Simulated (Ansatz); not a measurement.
ClHZn (SMILES [Cl][ZnH])

```xyz
3

Cl    1.6216   -0.5933    0.8157
Zn   -0.1689    0.0363   -0.0878
H    -1.4636    0.4923   -0.7411
```

Geometry: PBE0-D4/def2-TZVP.

Level of theory: isolated molecule in a Gaussian basis; Hartree-Fock in Ansatz 0.2.0.

What will maps of the electron density and electron localisation function show?

Answer. Zn–Cl (2.10 Å): ρ at the midpoint is about 0.69 e/Å³; the ELF peaks at about 0.80 in the valence shell of Cl, 0.8 Å from its nucleus, and is about 0.45 at the midpoint.
Zn–H (1.52 Å): the density is about 1.1 e/Å³ at the midpoint; the ELF climbs to about 1 towards the hydrogen.

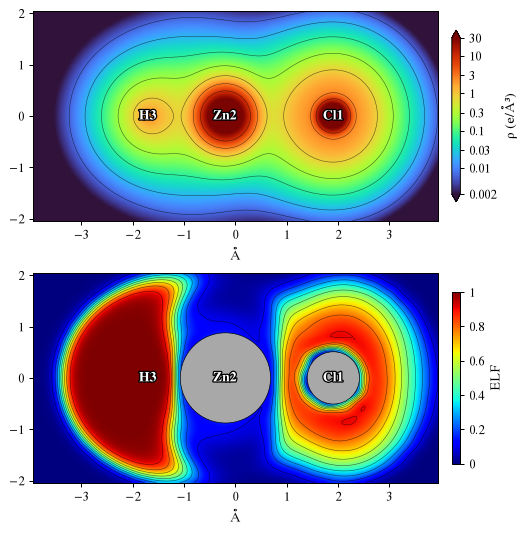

Computed electron density and electron localisation function on a plane that holds the molecular axis, in this order. Grey discs cover the atomic cores in the ELF map. 
